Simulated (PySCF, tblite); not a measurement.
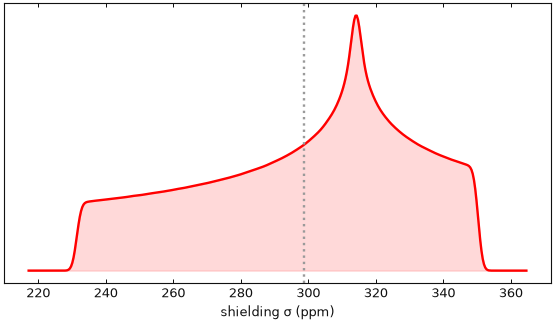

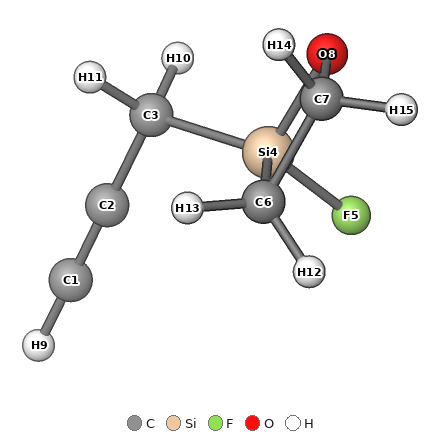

Static powder pattern (¹⁹F) from GIAO shielding tensors of C₅H₇FOSi, SMILES C#CC[Si@]1(F)CCO1, PBE0/pcSseg-1 in PySCF 2.14.0, at a GFN2-xTB geometry (a minimum by its frequencies); absolute shielding, one fixed geometry of the isolated molecule without any motion, no dipolar terms. The dotted line is the isotropic value; skew is 3(σiso − σ22)/span.

The pattern belongs to F5. Give the principal values, span and skew.

F5: σ11, σ22, σ33 = 231, 314, 350 ppm, isotropic 299, span 119 ppm, skew −0.39.

Note: the tight-binding geometry is rougher than a DFT one and adds to the error; one conformer of a flexible molecule.
